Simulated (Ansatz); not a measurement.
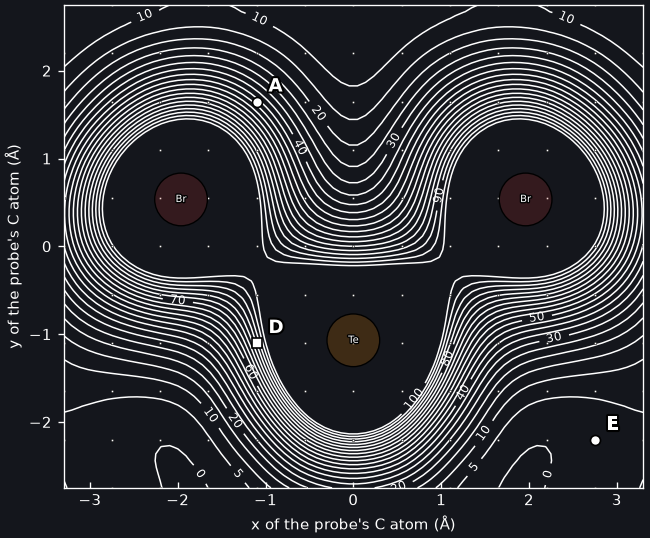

Br₂Te with the probe CO. The probe is moved over a plane parallel to the molecule's main plane, 2.30 Å above it. Coordinates scanned: (1) x of the probe's C atom; (2) y of the probe's C atom. Nothing is relaxed (molecule and probe rigid, the probe upright with C nearest the plane). The scan uses a 13 × 11 grid; 77 points were computed and 66 follow by symmetry. Points are written as (first, second). Energies are in kJ/mol, from the lowest grid point. Computed with RKS PBE-D4/def2-SVPD in Ansatz.

Drawn: contour lines labelled in kJ/mol (none above 100), dots at the grid points, labelled circles for the molecule's atoms, projected on the plane, lettered points. Between grid points the surface is interpolated.

What kind of point is each of A, D: minimum, saddle, maximum or slope?

A: on a slope; D: on a slope. (In these two coordinates alone; a stationary point may lie a little off the grid point.)

Rank the lettered points by energy, lowest first.

E (2.1 kJ/mol), A (47 kJ/mol), D (85 kJ/mol).
